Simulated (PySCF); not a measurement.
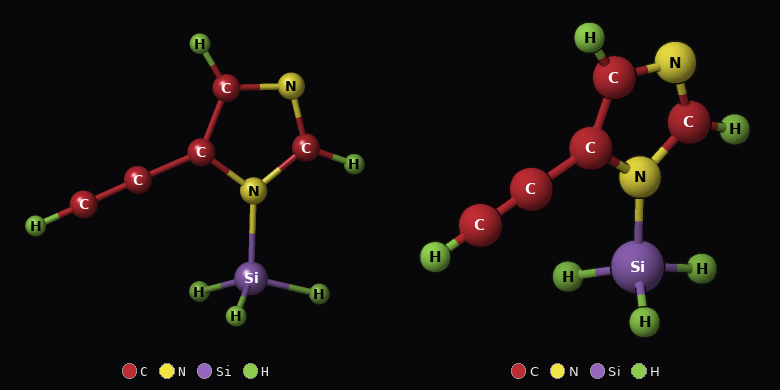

The same structure drawn twice, from different directions.

Computed geometry: PBE0-D3(BJ)/def2-SVP optimisation. No frequency run is at hand to confirm it as a minimum.

Question: Which formula does it have?

Answer: C₅H₆N₂Si, 14 atoms: 5 carbon, 6 hydrogen, 2 nitrogen and 1 silicon.

Question: Does it have rings?

Answer: Independent rings (smallest set): 1 of 5 members, 1 of them aromatic.

Question: Name functional groups in it.

Answer: Among them: alkyne, Si–H bond, Si–N bond.

Question: How many bonds of each kind are drawn?

Answer: 4 C–N, 3 C–C, 3 C–H, 3 Si–H, 1 N–Si.

Question: Give the symmetry (Schoenflies symbol).

Answer: Cs.

More results for the same structure follow; atom numbers are the same in all pictures, views and colours differ.

**Geometry**

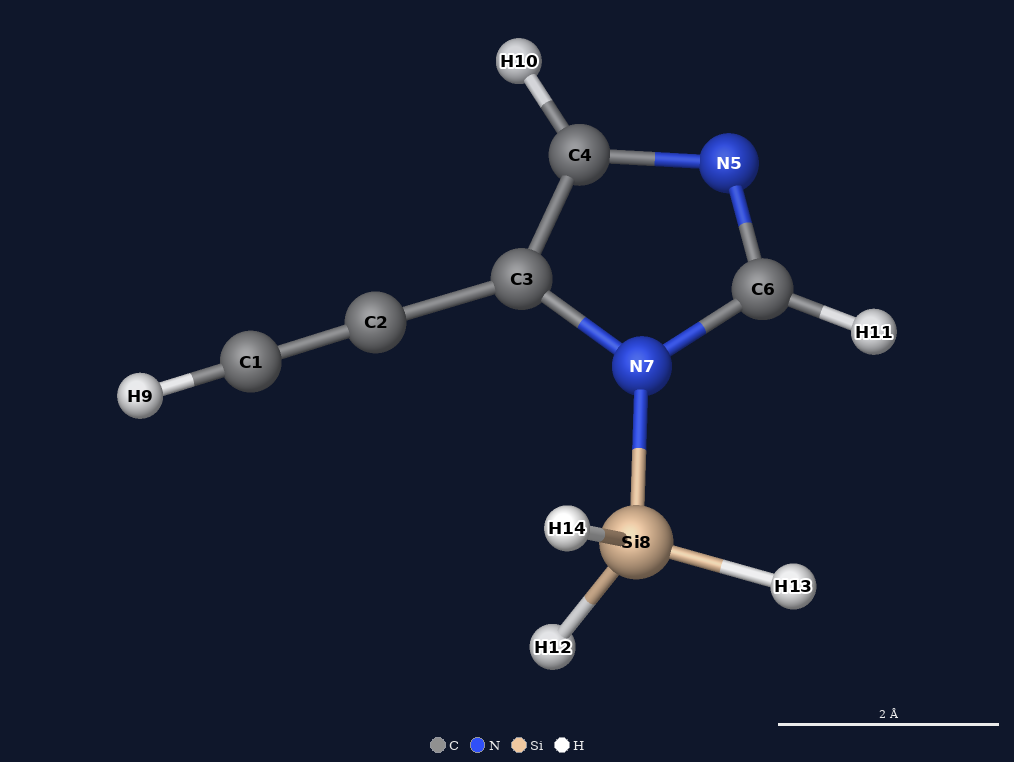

The atoms are numbered. No frequency run is at hand to confirm it as a minimum.

What are the angles C1–C2–C3, C2–C1–H9, C2–C3–C4, C2–C3–N7, C3–C4–N5, C3–C4–H10, C3–N7–C6, C4–N5–C6, N5–C4–H10, N5–C6–H11, C6–N7–Si8, N7–C6–H11?

```tsv
angle	degrees
C1–C2–C3	179.1
C2–C1–H9	179.7
C2–C3–C4	132.2
C2–C3–N7	122.2
C3–C4–N5	110.4
C3–C4–H10	127.0
C3–N7–C6	105.4
C4–N5–C6	105.6
N5–C4–H10	122.6
N5–C6–H11	125.3
C6–N7–Si8	128.2
N7–C6–H11	121.7
```

**Excitation**

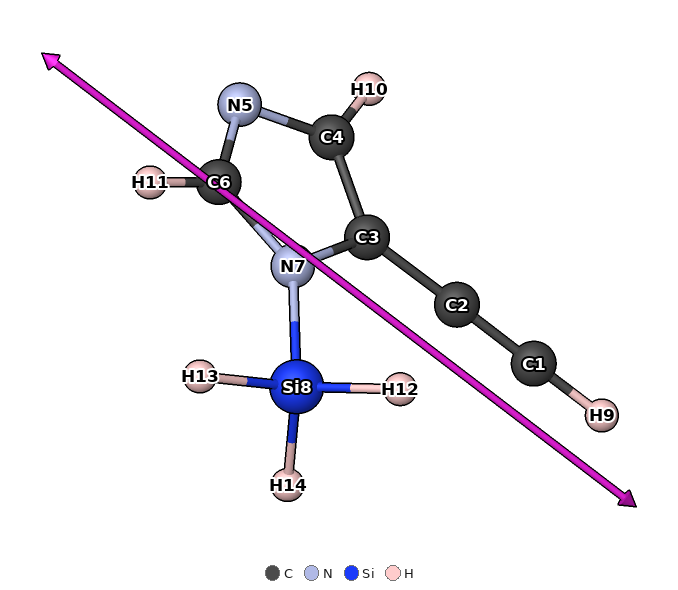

The double arrow shows the direction of the transition dipole to excited singlet state 2 (its length means nothing). No frequency run is at hand to confirm it as a minimum. Properties computed with TDDFT B3LYP/def2-SVPD, vertical, gas phase, core orbitals frozen in the response (PySCF 2.14.0).

Question: How is the transition polarised?

Answer: Nearly parallel to the C1–C2 bond.

Question: Where does the transition lie, and how strong is it?

Answer: 5.13 eV (242 nm), oscillator strength 0.26, mainly HOMO → LUMO (weight 0.89); transition dipole 3.68 D.

**Polarisability**

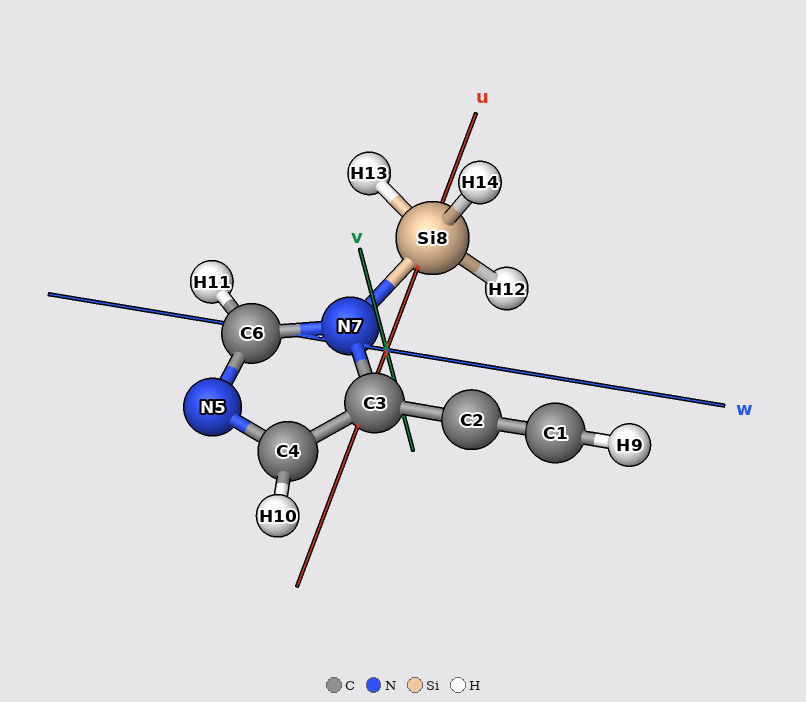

The lines u, v and w are the principal axes of the static dipole polarisability. No frequency run is at hand to confirm it as a minimum. Level of theory: B3LYP/def2-SVPD (PySCF 2.14.0).

Question: Along which axis is the molecule most polarisable, and along which least?

Answer: Most along w (nearly parallel to the C1–C2 bond), least along v.

Question: Give the three principal values.

Answer: u 101.1, v 63.2, w 133.4 bohr³; mean 99.2, anisotropy 60.8 bohr³.

**Quadrupole coupling**

No frequency run is at hand to confirm it as a minimum. Electric field gradients from the ground-state density, PBE0/pcSseg-1 (PySCF 2.14.0), non-relativistic apart from any core potentials.

Give the largest field-gradient component, the quadrupole coupling constant and the asymmetry for 14N at N5 (Q = 20.44 mb), 14N at N7 (Q = 20.44 mb), 2H at H9 (Q = 2.86 mb), 2H at H10 (Q = 2.86 mb), 2H at H11 (Q = 2.86 mb), 2H at H12 (Q = 2.86 mb).

| atom | V_zz (a.u.) | e²qQ/h (MHz) | η |
| --- | --- | --- | --- |
| N5 | −0.959 | −4.60 | 0.12 |
| N7 | −0.420 | −2.02 | 0.72 |
| H9 | 0.342 | 0.230 | 0.02 |
| H10 | 0.311 | 0.209 | 0.07 |
| H11 | 0.303 | 0.204 | 0.10 |
| H12 | 0.142 | 0.095 | 0.04 |

**Charges**

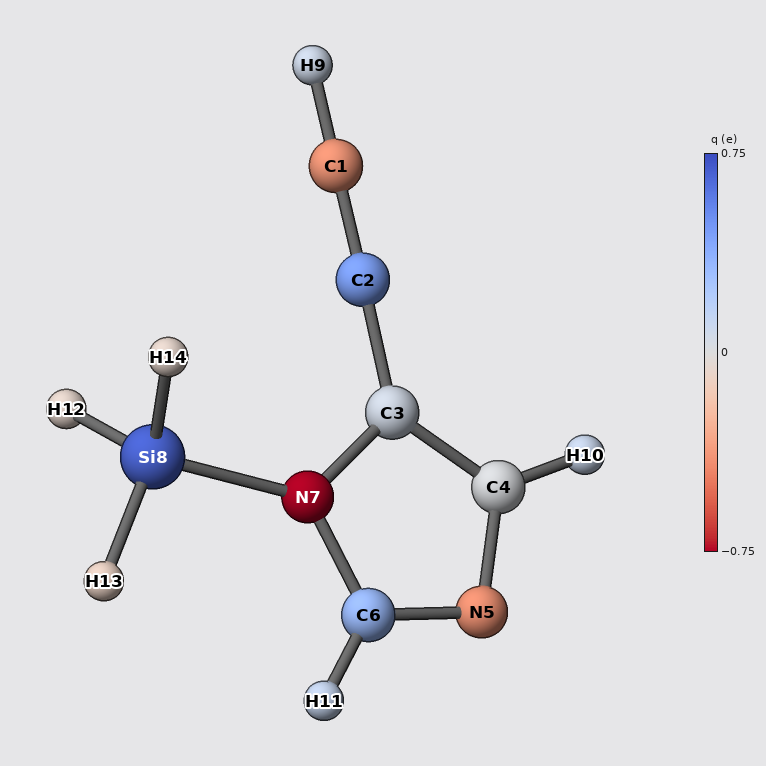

Atoms are coloured by their Mulliken charges. No frequency run is at hand to confirm it as a minimum. Level of theory: PBE0/pcSseg-1, gas phase (PySCF 2.14.0).

Question: Which atom carries the highest charge (most positive or least negative)?

Answer: Si8 (0.65 e).

Question: And the lowest?

Answer: N7 (−0.75 e).

Give the Mulliken charges atom by atom.

| atom | value (e) |
| --- | --- |
| C1 | −0.38 |
| C2 | 0.42 |
| C3 | 0.06 |
| C4 | 0.02 |
| N5 | −0.39 |
| C6 | 0.30 |
| N7 | −0.75 |
| Si8 | 0.65 |
| H9 | 0.07 |
| H10 | 0.10 |
| H11 | 0.11 |
| H12 | −0.06 |
| H13 | −0.09 |
| H14 | −0.06 |

Mulliken values depend strongly on the basis set and can even reverse the polarity of a bond.
